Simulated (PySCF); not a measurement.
System: C$_{7}$H$_{4}$NO (charge −1).

```xyz
13

C     3.0899   -0.3366    0.1927
C     1.8969   -0.1917    0.1150
C     0.5007   -0.0407    0.0273
C    -0.3308   -1.1207    0.3031
C    -1.7016   -0.9793    0.2189
N    -2.2855    0.1726   -0.1224
C    -1.5134    1.2005   -0.3865
C    -0.0773    1.2329   -0.3504
O     0.5823    2.2633   -0.6208
H     4.1335   -0.4346    0.2540
H     0.1059   -2.0754    0.5842
H    -2.3737   -1.8070    0.4283
H    -2.0311    2.1170   -0.6610
```

Geometry: GFN2-xTB.

These are results of PBE0/pcSseg-1, SCF density, gas phase, non-relativistic in PySCF 2.14.0, not measurements.

What will maps of the electron density and electron localisation function show?

Answer. C–C (1.20 Å): ρ at the midpoint is about 2.7 e/Å³; the ELF peaks at about 0.85 between the atoms; a short, multiple covalent bond.
C–O (1.25 Å): ρ at the midpoint is about 2.9 e/Å³; the ELF peaks at about 0.85 between the atoms, as expected for a polar covalent bond.
C–N (1.31 Å): ρ at the midpoint is about 2.5 e/Å³; the ELF peaks at about 0.90 between the atoms: a covalent bond.
C–H (1.05 Å): ρ is about 2.1 e/Å³ halfway; the ELF climbs to about 1 towards the hydrogen, as it does in any bond to H (an ordinary covalent bond to hydrogen).

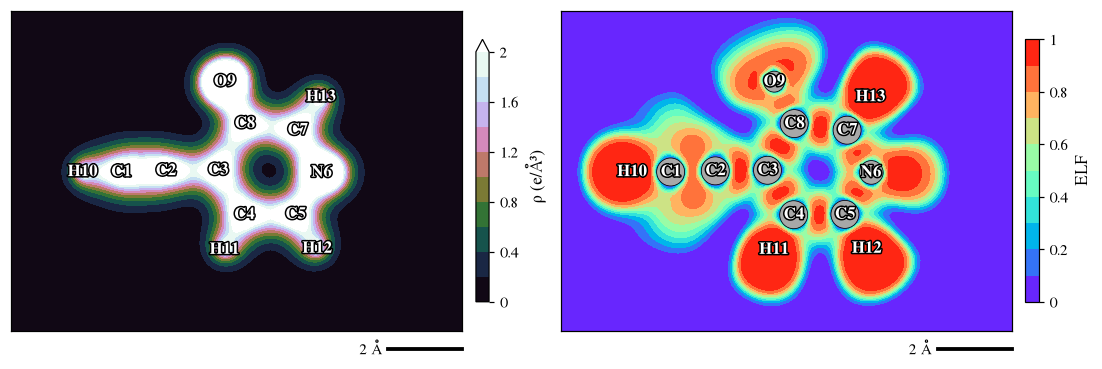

Computed electron density and electron localisation function on the molecular plane, in this order. Grey discs cover the atomic cores in the ELF map. 
